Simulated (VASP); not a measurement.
Band structure of Ta (bcc). Calculation: revTPSS meta-GGA, VASP's PBE PAW potentials (set 64) (plane waves; VASP).

Unless said otherwise, spin-orbit coupling is left out, though it shifts the bands of the heavy elements here.

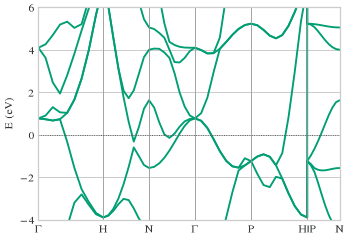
*Bands along high-symmetry lines, zero at the valence-band maximum or, without a gap, the Fermi level*

### Question
Read the plot: is there a gap, and where are the band edges?

### Answer
It has no gap at this level: it comes out as a metal or semimetal.

The compound is Ta in the bcc structure. It was relaxed first.
